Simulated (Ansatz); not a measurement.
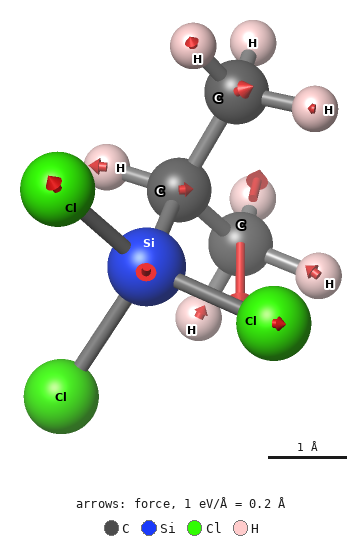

Starting geometry of C$_{3}$H$_{7}$Cl$_{3}$Si (coarse preliminary run) with the computed forces as red arrows. A ball-and-stick model, seen from a free direction.

The start comes from a force field.

Method: RKS PBE-D4/def2-SVP in Ansatz.

The input:
```yaml
crystal:
  periodic: [false, false, false]
  atoms:
    - {symbol: C, position_ang: [-1.080900, -0.615000, 0.919500]}
    - {symbol: C, position_ang: [-0.103100, -0.383200, -0.217300]}
    - {symbol: C, position_ang: [1.249800, -0.812200, 0.282500]}
    - {symbol: Si, position_ang: [-0.046900, 1.346400, -0.989200]}
    - {symbol: Cl, position_ang: [1.199100, 1.483800, -2.553300]}
    - {symbol: Cl, position_ang: [0.366800, 2.803700, 0.359600]}
    - {symbol: Cl, position_ang: [-1.931900, 1.812000, -1.731800]}
    - {symbol: H, position_ang: [-1.080900, -1.586900, 1.264100]}
    - {symbol: H, position_ang: [-0.917600, 0.102300, 1.803500]}
    - {symbol: H, position_ang: [-2.144500, -0.355200, 0.585100]}
    - {symbol: H, position_ang: [-0.383500, -1.076400, -0.998600]}
    - {symbol: H, position_ang: [1.270100, -1.835400, 0.686800]}
    - {symbol: H, position_ang: [1.986800, -0.752500, -0.514300]}
    - {symbol: H, position_ang: [1.603800, -0.160700, 1.132200]}
basis:
  gaussian: {orbitals: def2-SVP}
hamiltonian: {xc: pbe, dispersion: d4}
relax: {f_tol: 0.03, max_steps: 200}
```

Launched with:
```bash
ansatz run in.yaml --threads 2 --pin off --events-out ev --progress --plain --max-ram 32768MiB --backend cpu
```

Is this structure relaxed? If not, where do the atoms go?

It isn't relaxed: the largest force vector, on C1, is 5.13 eV/Å. The final displacements follow the starting forces only in part (cosine between the two patterns 0.42). Over 5 geometry steps the energy falls by 9.91 kcal/mol. The largest force component goes from 4.7 to 0.0067 eV/Å. The largest move after the best rigid fit is that of Cl6, 0.13 Å. By element the largest moves are Cl 0.13 Å, C 0.10 Å, H 0.10 Å, Si 0.08 Å. Near-neighbour distances that change, for instance: C1–H8 1.031 → 1.110 Å, Si4–Cl5 2.004 → 2.073 Å, Si4–Cl6 2.028 → 2.074 Å, C1–H9 1.150 → 1.110 Å. Bond angles that change, for instance: C1–C2–Si4 117.6° → 111.0°, C1–C2–C3 106.7° → 112.7°, H9–C1–H10 102.4° → 107.8°. The run took about 40 core-seconds on a shared host.
